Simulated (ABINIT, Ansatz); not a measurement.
# SrCl2 (Fm-3m): zone-centre phonons, part 2 of 3

Wanted: the vibrations of SrCl2 (Fm-3m) at Γ, by two programs.

ABINIT 10.8.3; DFT LDA, scalar-relativistic, plane waves, PseudoDojo norm-conserving pseudopotentials.

So far. Step 3 (Self-consistent run for the response): The cell stands at -0.24 GPa: the relaxation ran with a smoothed and higher cutoff and on another k mesh. Step 5 (Zone-centre response): The acoustic modes at Γ come out as far as 0.3 cm⁻¹ from zero, where they should vanish, a small numerical error; the Born charges miss their sum rule by 9.1e-4 e, which is good. The relaxed cell has a = 6.799 Å (conventional setting).

## Step 6: Modes with the sum rule

anaddb reads the merged derivatives, imposes the acoustic sum rule and charge neutrality, and adds the LO-TO term along chosen directions.

anaddb.abi reads:

```
ddb_filepath "gamma_DDB"
output_file "anaddb.abo"
outdata_prefix "anaddb"
asr 1
chneut 1
enunit 2
eivec 1
nph1l 1
qph1l 0.0 0.0 0.0 1.0
dieflag 1
nph2l 3
qph2l 
    1.0 0.0 0.0 0.0
    0.0 0.0 1.0 0.0
    1.0 1.0 1.0 0.0
```

mrgddb.in reads:

```
gamma_DDB
merged
2
dfpt_gammao_DS2_DDB
gso_DDB
```

Run with:

```bash
> mrgddb < mrgddb.in > mrgddb.log
> OMP_NUM_THREADS=1 anaddb anaddb.abi > anaddb.log
```

anaddb.abo, the main output file:

```text
[banners, grids, parts of the stress and lines that vanish by symmetry left out]
-outvars_anaddb: echo values of input variables ----------------------

 Flags :
[...]
Dielectric Tensor and Effective Charges
[...]
Effective charge tensors after
[...]
Phonon wavevector (reduced coordinates) :  0.00000  0.00000  0.00000
 Phonon energies in Hartree :
[...]
Phonon energies in meV     :
-  0.000000E+00  0.000000E+00  0.000000E+00  1.926649E+01  1.926649E+01
-  1.926649E+01  2.375310E+01  2.375310E+01  2.375310E+01
 Phonon frequencies in cm-1    :
-  0.000000E+00  0.000000E+00  0.000000E+00  1.553947E+02  1.553947E+02
-  1.553947E+02  1.915816E+02  1.915816E+02  1.915816E+02
 Phonon frequencies in Thz     :
-  0.000000E+00  0.000000E+00  0.000000E+00  4.658617E+00  4.658617E+00
-  4.658617E+00  5.743473E+00  5.743473E+00  5.743473E+00
 Phonon energies in Kelvin  :
-  0.000000E+00  0.000000E+00  0.000000E+00  2.235784E+02  2.235784E+02
-  2.235784E+02  2.756432E+02  2.756432E+02  2.756432E+02
[...]
-  1  0.00000000E+00  0.00000000E+00 -1.86024719E-03
-     0.00000000E+00  0.00000000E+00  0.00000000E+00
-  2  0.00000000E+00  0.00000000E+00 -1.86024587E-03
-     0.00000000E+00  0.00000000E+00  0.00000000E+00
-  3  0.00000000E+00  0.00000000E+00 -1.86024587E-03
-     0.00000000E+00  0.00000000E+00  0.00000000E+00
[...]
-  1  0.00000000E+00 -1.86024719E-03  0.00000000E+00
-     0.00000000E+00  0.00000000E+00  0.00000000E+00
-  2  0.00000000E+00 -1.86024587E-03  0.00000000E+00
-     0.00000000E+00  0.00000000E+00  0.00000000E+00
-  3  0.00000000E+00 -1.86024587E-03  0.00000000E+00
-     0.00000000E+00  0.00000000E+00  0.00000000E+00
[...]
-  1  1.86024719E-03  0.00000000E+00  0.00000000E+00
-     0.00000000E+00  0.00000000E+00  0.00000000E+00
-  2  1.86024587E-03  0.00000000E+00  0.00000000E+00
-     0.00000000E+00  0.00000000E+00  0.00000000E+00
-  3  1.86024587E-03  0.00000000E+00  0.00000000E+00
-     0.00000000E+00  0.00000000E+00  0.00000000E+00
[...]
-  1  0.00000000E+00  0.00000000E+00  1.67343320E-03
-     0.00000000E+00  0.00000000E+00  0.00000000E+00
[...]
-     0.00000000E+00  0.00000000E+00  0.00000000E+00
[...]
-     0.00000000E+00  0.00000000E+00  0.00000000E+00
[...]
-     0.00000000E+00  0.00000000E+00  0.00000000E+00
[...]
-     0.00000000E+00  0.00000000E+00  0.00000000E+00
[...]
-     1          0.000000     0.000000    -0.000001     0.000001
-     2          0.000000    -0.000001    -0.000000     0.000001
-     3          0.000001     0.000000     0.000000     0.000001
-     4          0.000033    -0.000105     2.762592     2.762592
-     5          0.000042    -2.762592    -0.000105     2.762592
-     6          2.762592     0.000042    -0.000033     2.762592
-     7          0.000000     0.000000    -0.000000     0.000000
-     8          0.000000     0.000000     0.000000     0.000000
-     9         -0.000000    -0.000000     0.000000     0.000000
[...]
-   1     Real    0.0000E+00  0.0000E+00  0.0000E+00  0.0000E+00  0.0000E+00  0.0000E+00  0.0000E+00
[...]
-   2     Real    0.0000E+00  0.0000E+00  0.0000E+00  0.0000E+00  0.0000E+00  0.0000E+00  0.0000E+00
[...]
-   3     Real    0.0000E+00  0.0000E+00  0.0000E+00  0.0000E+00  0.0000E+00  0.0000E+00  0.0000E+00
[...]
-   4     Real    1.2430E-14  1.2616E-13  8.6645E-05 -3.9600E-14  1.0378E-09 -3.3062E-09  8.6645E-05
[...]
-   5     Real    2.0410E-14  8.6645E-05  1.2616E-13 -1.3298E-09 -5.0744E-14  3.3062E-09  8.6645E-05
[...]
-   6     Real    8.6645E-05  2.0411E-14  1.2429E-14  1.3299E-09 -1.0377E-09 -1.5928E-14  8.6645E-05
[...]
-   7     Real    0.0000E+00  0.0000E+00  0.0000E+00  0.0000E+00  0.0000E+00  0.0000E+00  0.0000E+00
[...]
-   8     Real    0.0000E+00  0.0000E+00  0.0000E+00  0.0000E+00  0.0000E+00  0.0000E+00  0.0000E+00
[...]
-   9     Real    0.0000E+00  0.0000E+00  0.0000E+00  0.0000E+00  0.0000E+00  0.0000E+00  0.0000E+00
[...]
Phonon at Gamma, with non-analyticity in the
[...]
Phonon energies in Hartree :
[...]
Phonon energies in meV     :
-  0.000000E+00  0.000000E+00  0.000000E+00  1.926649E+01  1.926649E+01
[...]
Phonon frequencies in cm-1    :
[...]
Phonon frequencies in Thz     :
[...]
Phonon energies in Kelvin  :
[...]
Phonon at Gamma, with non-analyticity in the
[...]
Phonon energies in Hartree :
[...]
Phonon energies in meV     :
-  0.000000E+00  0.000000E+00  0.000000E+00  1.926649E+01  1.926649E+01
[...]
Phonon frequencies in cm-1    :
-  0.000000E+00  0.000000E+00  0.000000E+00  1.553947E+02  1.553947E+02
[...]
Phonon frequencies in Thz     :
-  0.000000E+00  0.000000E+00  0.000000E+00  4.658617E+00  4.658617E+00
[...]
Phonon energies in Kelvin  :
-  0.000000E+00  0.000000E+00  0.000000E+00  2.235784E+02  2.235784E+02
[...]
-     0.00000000E+00  0.00000000E+00  0.00000000E+00
[...]
-     0.00000000E+00  0.00000000E+00  0.00000000E+00
[...]
Phonon at Gamma, with non-analyticity in the
[...]
Phonon energies in Hartree :
[...]
Phonon energies in meV     :
-  0.000000E+00  0.000000E+00  0.000000E+00  1.926649E+01  1.926649E+01
-  2.375310E+01  2.375310E+01  2.375310E+01  2.927764E+01
 Phonon frequencies in cm-1    :
-  0.000000E+00  0.000000E+00  0.000000E+00  1.553947E+02  1.553947E+02
-  1.915816E+02  1.915816E+02  1.915816E+02  2.361401E+02
 Phonon frequencies in Thz     :
-  0.000000E+00  0.000000E+00  0.000000E+00  4.658617E+00  4.658617E+00
-  5.743473E+00  5.743473E+00  5.743473E+00  7.079302E+00
 Phonon energies in Kelvin  :
-  0.000000E+00  0.000000E+00  0.000000E+00  2.235784E+02  2.235784E+02
-  2.756432E+02  2.756432E+02  2.756432E+02  3.397529E+02
[...]
-  1  2.00101318E-06  7.93229161E-06 -1.86022910E-03
-     0.00000000E+00  0.00000000E+00  0.00000000E+00
-  2  2.00076362E-06  7.93203784E-06 -1.86022802E-03
-     0.00000000E+00  0.00000000E+00  0.00000000E+00
[...]
-     0.00000000E+00  0.00000000E+00  0.00000000E+00
[...]
-     0.00000000E+00  0.00000000E+00  0.00000000E+00
[...]
-  2  2.78150787E-03  0.00000000E+00  0.00000000E+00
-     0.00000000E+00  0.00000000E+00  0.00000000E+00
-  3 -2.78150787E-03  0.00000000E+00  0.00000000E+00
-     0.00000000E+00  0.00000000E+00  0.00000000E+00
[...]
Direction                     Dielectric constant
[...]
0.00000   0.00000   1.00000      7.22477228
   1.00000   1.00000   1.00000      7.22477228
-
```

Wall time 0.72 s (1 thread of Intel Xeon at 2.70GHz, shared host).

This step gave:

```yaml
mean_static_dielectric_constant: 7.225
highest_mode_moved_by_the_lo_to_term: 236.1 cm⁻¹
```

No LO-TO term; unit eigenvectors of the mass-weighted matrix, from anaddb's displacements. Modes at Γ, with each element's share of the kinetic energy:

```
mode  frequency (cm⁻¹)  symmetry  Sr %  Cl %
   1               0.0  acoustic    55    45
   2               0.0  acoustic    55    45
   3               0.0  acoustic    55    45
   4             155.4       T1u    45    55
   5             155.4       T1u    45    55
   6             155.4       T1u    45    55
   7             191.6       T2g     0   100
   8             191.6       T2g     0   100
   9             191.6       T2g     0   100
```

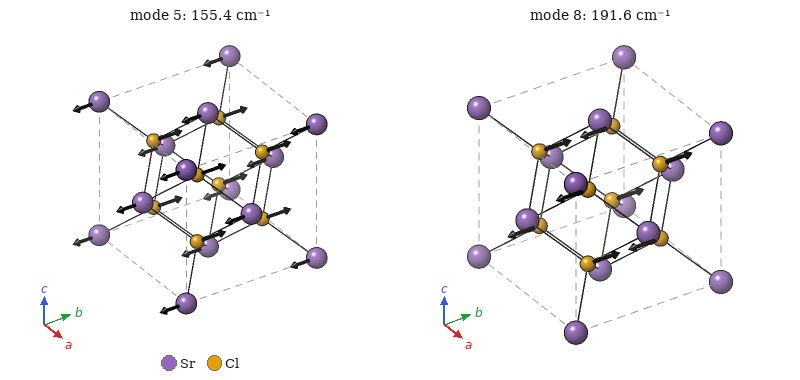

Displacement patterns of modes 5 and 8 at Γ; arrows are exaggerated. Some periodic images of atoms are drawn too.

Trace of the oscillator strength, degenerate modes summed. Lines of the infrared spectrum (strongest = 100):

```
position (cm⁻¹)  lines merged  IR intensity, relative
            155             3                     100
            192             3                     0.0
```

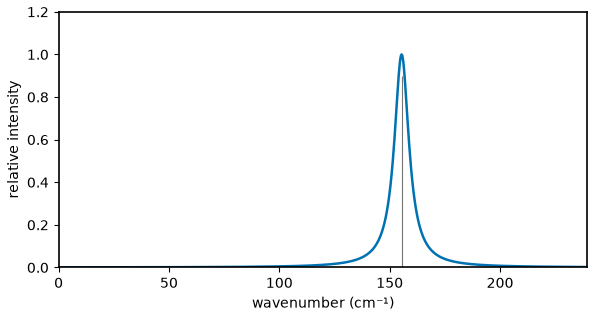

The infrared spectrum, broadened with Lorentzians of width 8 cm⁻¹; bars mark the lines.

Static dielectric tensor (ions relaxed, fixed cell):

```
7.22 0.00 0.00
0.00 7.22 0.00
0.00 0.00 7.22
```

The rule moves no optical mode by more than 0.1 cm⁻¹.

## Step 7: Sum rules set otherwise (asr 0)

Without the rule the raw error of the acoustic modes shows.

anaddb.abi, as its differences from that of step 6:

```diff
@@ -3,4 +3,4 @@
 outdata_prefix "anaddb"
-asr 1
-chneut 1
+asr 0
+chneut 0
 enunit 2
```

mrgddb.in is that of step 6.

anaddb.abo, the main output file:

```text
[banners, grids, parts of the stress and lines that vanish by symmetry left out]
-outvars_anaddb: echo values of input variables ----------------------

 Flags :
[...]
Dielectric Tensor and Effective Charges
[...]
Effective charge tensors after
[...]
Phonon wavevector (reduced coordinates) :  0.00000  0.00000  0.00000
 Phonon energies in Hartree :
[...]
Phonon energies in meV     :
-  3.401750E-02  3.401753E-02  3.401762E-02  1.926652E+01  1.926652E+01
-  1.926652E+01  2.375311E+01  2.375311E+01  2.375311E+01
 Phonon frequencies in cm-1    :
-  2.743697E-01  2.743699E-01  2.743706E-01  1.553950E+02  1.553950E+02
-  1.553950E+02  1.915818E+02  1.915818E+02  1.915818E+02
 Phonon frequencies in Thz     :
-  8.225396E-03  8.225403E-03  8.225425E-03  4.658624E+00  4.658624E+00
-  4.658624E+00  5.743478E+00  5.743478E+00  5.743478E+00
 Phonon energies in Kelvin  :
-  3.947567E-01  3.947571E-01  3.947581E-01  2.235787E+02  2.235787E+02
-  2.235787E+02  2.756435E+02  2.756435E+02  2.756435E+02
[...]
-  1  0.00000000E+00  0.00000000E+00  1.86024609E-03
-     0.00000000E+00  0.00000000E+00  0.00000000E+00
-  2  0.00000000E+00  0.00000000E+00  1.86024723E-03
-     0.00000000E+00  0.00000000E+00  0.00000000E+00
-  3  0.00000000E+00  0.00000000E+00  1.86024723E-03
-     0.00000000E+00  0.00000000E+00  0.00000000E+00
[...]
-  1  0.00000000E+00  1.86024609E-03  0.00000000E+00
-     0.00000000E+00  0.00000000E+00  0.00000000E+00
-  2  0.00000000E+00  1.86024723E-03  0.00000000E+00
-     0.00000000E+00  0.00000000E+00  0.00000000E+00
-  3  0.00000000E+00  1.86024723E-03  0.00000000E+00
-     0.00000000E+00  0.00000000E+00  0.00000000E+00
[...]
-  1  1.86024609E-03  0.00000000E+00  0.00000000E+00
-     0.00000000E+00  0.00000000E+00  0.00000000E+00
-  2  1.86024723E-03  0.00000000E+00  0.00000000E+00
-     0.00000000E+00  0.00000000E+00  0.00000000E+00
-  3  1.86024723E-03  0.00000000E+00  0.00000000E+00
-     0.00000000E+00  0.00000000E+00  0.00000000E+00
[...]
-  1  0.00000000E+00  0.00000000E+00  1.67343443E-03
-     0.00000000E+00  0.00000000E+00  0.00000000E+00
[...]
-     0.00000000E+00  0.00000000E+00  0.00000000E+00
[...]
-     0.00000000E+00  0.00000000E+00  0.00000000E+00
[...]
-     0.00000000E+00  0.00000000E+00  0.00000000E+00
[...]
-     0.00000000E+00  0.00000000E+00  0.00000000E+00
[...]
-     1          0.000000     0.000000     0.000522     0.000522
-     2          0.000000     0.000522    -0.000000     0.000522
-     3          0.000522    -0.000000    -0.000000     0.000522
-     4          0.000026     0.000024     2.762372     2.762372
-     5          0.000090     2.762372    -0.000024     2.762372
-     6          2.762372    -0.000090    -0.000026     2.762372
-     7         -0.000000     0.000000     0.000000     0.000000
-     8          0.000000    -0.000000    -0.000000     0.000000
-     9          0.000000     0.000000    -0.000000     0.000000
[...]
-   1     Real    0.0000E+00  0.0000E+00  2.8296E-12  0.0000E+00  0.0000E+00  0.0000E+00  2.8296E-12
[...]
-   2     Real    0.0000E+00  2.8296E-12  0.0000E+00  0.0000E+00  0.0000E+00  0.0000E+00  2.8296E-12
[...]
-   3     Real    2.8296E-12  0.0000E+00  0.0000E+00  0.0000E+00  0.0000E+00  0.0000E+00  2.8296E-12
[...]
-   4     Real    0.0000E+00  0.0000E+00  8.6631E-05  0.0000E+00  8.0796E-10  7.5288E-10  8.6631E-05
[...]
-   5     Real    9.1037E-14  8.6631E-05  0.0000E+00  2.8083E-09 -2.4407E-14 -7.5291E-10  8.6631E-05
[...]
-   6     Real    8.6631E-05  9.1038E-14  0.0000E+00 -2.8083E-09 -8.0794E-10  2.6191E-14  8.6631E-05
[...]
-   7     Real    0.0000E+00  0.0000E+00  0.0000E+00  0.0000E+00  0.0000E+00  0.0000E+00  0.0000E+00
[...]
-   8     Real    0.0000E+00  0.0000E+00  0.0000E+00  0.0000E+00  0.0000E+00  0.0000E+00  0.0000E+00
[...]
-   9     Real    0.0000E+00  0.0000E+00  0.0000E+00  0.0000E+00  0.0000E+00  0.0000E+00  0.0000E+00
[...]
Phonon at Gamma, with non-analyticity in the
[...]
Phonon energies in Hartree :
[...]
Phonon energies in meV     :
-  3.401750E-02  3.401753E-02  3.411850E-02  1.926652E+01  1.926652E+01
[...]
Phonon frequencies in cm-1    :
[...]
Phonon frequencies in Thz     :
[...]
Phonon energies in Kelvin  :
[...]
Phonon at Gamma, with non-analyticity in the
[...]
Phonon energies in Hartree :
[...]
Phonon energies in meV     :
-  3.401753E-02  3.401762E-02  3.411838E-02  1.926652E+01  1.926652E+01
[...]
Phonon frequencies in cm-1    :
-  2.743699E-01  2.743706E-01  2.751833E-01  1.553950E+02  1.553950E+02
[...]
Phonon frequencies in Thz     :
-  8.225403E-03  8.225425E-03  8.249788E-03  4.658624E+00  4.658624E+00
[...]
Phonon energies in Kelvin  :
-  3.947571E-01  3.947581E-01  3.959274E-01  2.235787E+02  2.235787E+02
[...]
-     0.00000000E+00  0.00000000E+00  0.00000000E+00
[...]
-     0.00000000E+00  0.00000000E+00  0.00000000E+00
[...]
Phonon at Gamma, with non-analyticity in the
[...]
Phonon energies in Hartree :
[...]
Phonon energies in meV     :
-  3.401752E-02  3.401759E-02  3.411843E-02  1.926652E+01  1.926652E+01
-  2.375311E+01  2.375311E+01  2.375311E+01  2.927634E+01
 Phonon frequencies in cm-1    :
-  2.743698E-01  2.743704E-01  2.751837E-01  1.553950E+02  1.553950E+02
-  1.915818E+02  1.915818E+02  1.915818E+02  2.361296E+02
 Phonon frequencies in Thz     :
-  8.225399E-03  8.225416E-03  8.249800E-03  4.658624E+00  4.658624E+00
-  5.743478E+00  5.743478E+00  5.743478E+00  7.078986E+00
 Phonon energies in Kelvin  :
-  3.947569E-01  3.947577E-01  3.959280E-01  2.235787E+02  2.235787E+02
-  2.756435E+02  2.756435E+02  2.756435E+02  3.397378E+02
[...]
-  1  1.83799076E-04  1.21351854E-03 -1.39789348E-03
-     0.00000000E+00  0.00000000E+00  0.00000000E+00
-  2  1.83799149E-04  1.21351924E-03 -1.39789438E-03
-     0.00000000E+00  0.00000000E+00  0.00000000E+00
[...]
-     0.00000000E+00  0.00000000E+00  0.00000000E+00
[...]
-     0.00000000E+00  0.00000000E+00  0.00000000E+00
[...]
-  2  2.78150787E-03  0.00000000E+00  0.00000000E+00
-     0.00000000E+00  0.00000000E+00  0.00000000E+00
-  3 -2.78150787E-03  0.00000000E+00  0.00000000E+00
-     0.00000000E+00  0.00000000E+00  0.00000000E+00
[...]
Direction                     Dielectric constant
[...]
0.00000   0.00000   1.00000      7.22410586
   1.00000   1.00000   1.00000      7.22410586
-
```

Elapsed: 0.79 s, on 1 thread.

This step gave:

```yaml
mean_static_dielectric_constant: 7.224
```

Zone-centre frequencies as printed; negative means imaginary. Modes:

```
mode  frequency (cm⁻¹)
   1              0.27
   2              0.27
   3              0.27
   4             155.4
   5             155.4
   6             155.4
   7             191.6
   8             191.6
   9             191.6
```

(Part 2 of 3 ends here.)

[Host names and launcher messages were left out of these logs when they were recorded.]

[Logs are printed without paths, hosts, clocks, repeated set-up lines and the standing remarks that a program may print on its own settings, such as how far it seeks lower states.]

[Hosts, paths, dates, database ids (printed as entryN), source tags and the programs' standing remarks are cut or masked in the printed files.]
